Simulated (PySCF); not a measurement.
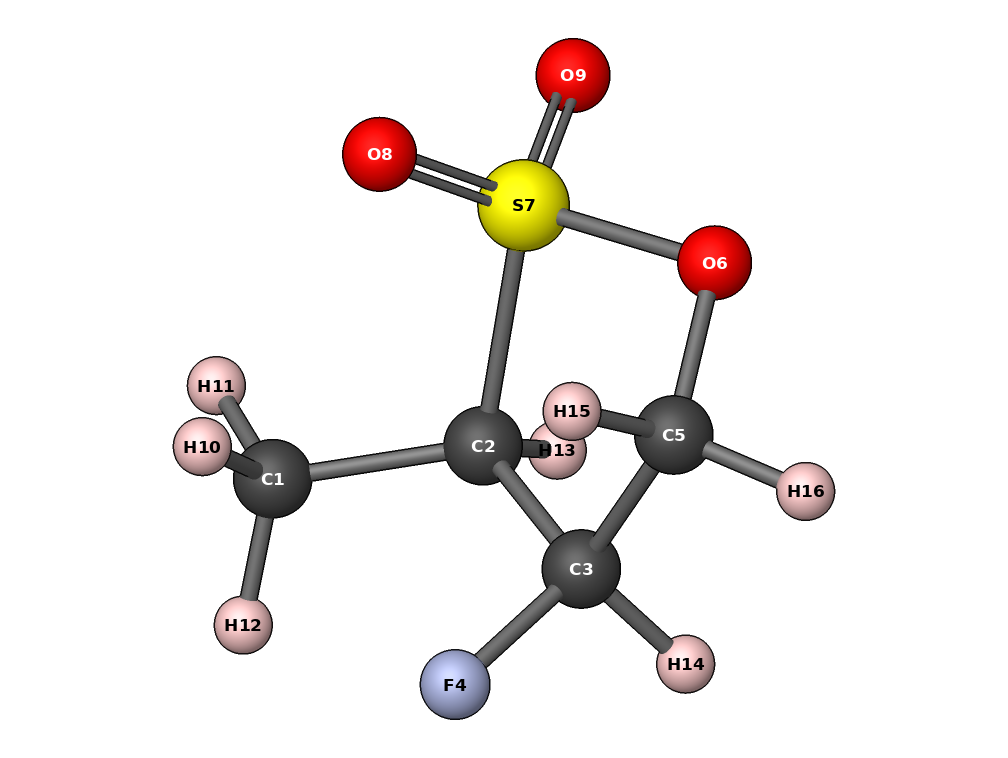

The questions are on isotropic NMR shieldings of the H atoms. The computed structure is the end point of a GFN2-xTB optimisation. No frequency run is at hand to confirm it as a minimum. Level of theory: GIAO PBE0/pcSseg-1 NMR shielding, non-relativistic, gas phase (PySCF 2.14.0).

List the isotropic NMR shieldings of the H atoms.

```csv
atom,σ (ppm)
H10,30.09
H11,30.25
H12,30.15
H13,28.81
H14,26.29
H15,27.69
H16,27.06
```
